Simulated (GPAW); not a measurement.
Computed F K edges (GPAW, LDA (with +U on some cations), full core hole (charged cell), supercells with 5.1 to 7.0 Å between holes, Gaussian full width 0.9 eV up to 4 eV, rising linearly to 3.5 eV at 25 eV) of these absorbers are given in random order:
A. ScOF (P4/nmm): 4 Sc at 2.37 Å (distorted tetrahedral, site symmetry -4m2)
B. KCrF3 (C2/m): 1 Cr at 2.00 Å and 1 Cr at 2.02 Å (bent, 166°, site symmetry m)
C. Ba2NF (R-3m): 6 Ba at 2.95 Å (octahedral, site symmetry -3m)

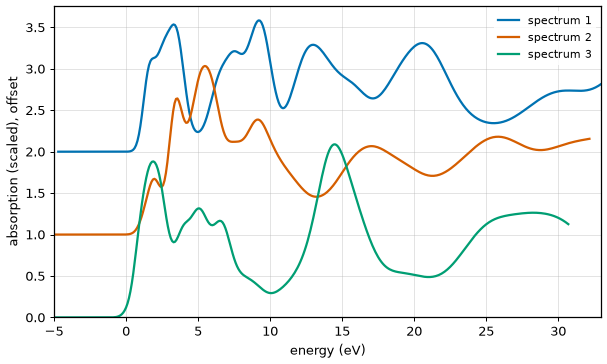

Energy from 679.5 eV of photon energy (total-energy differences plus the lowest empty eigenvalue of the charged cell, less 9.9 eV, the free-atom term for the hole's spin; none where the hole was spin-polarised); mean of 1 over the first 20 eV. In the free atom LDA prices this hole about 5 eV below PBE, which is itself good to a few eV.

Which spectrum belongs to which crystal?

Spectrum 1 is A (rising edge 680.8 eV, maxima 2.0 eV (1.54) and 7.9 eV (1.58) above its zero). Spectrum 2 is B (rising edge 681.2 eV, maxima 1.2 eV (0.67), 2.8 eV (1.64) and 4.7 eV (2.03) above its zero). Spectrum 3 is C (rising edge 680.1 eV, maxima 1.9 eV (1.88) and 14.5 eV (2.09) above its zero). After the best relative shift (up to 4 eV allowed) the most alike pair, Ba2NF (R-3m) and KCrF3 (C2/m), differs by 44 % r.m.s., the least alike, Ba2NF (R-3m) and ScOF (P4/nmm), by 57 %. Between 0 and 20 eV on the axis shown, these two part most near 9.4 eV, where ScOF (P4/nmm) is higher by 1.2. The rising edges span 1.2 eV, lowest for Ba2NF (R-3m).

The hole lies in one spin channel, while the script sums the empty states of both and takes the lower zero; where the two channels are split, this blurs and shifts the curve. The spins start ferromagnetically in a simple order, which needn't be the measured one; gap and edge can depend on it. Lifetime broadening is put in by hand, and intensities beyond about 20 eV depend on it. Meshes are coarse enough for small ripples in ScOF (P4/nmm), KCrF3 (C2/m) and Ba2NF (R-3m). Some cells keep the holes under 6.5 Å apart, so shapes are probably not fully converged. KCrF3 (C2/m) has several inequivalent sites of the absorber; only the listed one is shown, while a measurement adds them all. The structures are entries of the Crystallography Open Database and the Materials Project (computed), used as given.

[Hosts, paths, dates, database ids (printed as entryN), source tags and the programs' standing remarks are cut or masked in the printed files.]
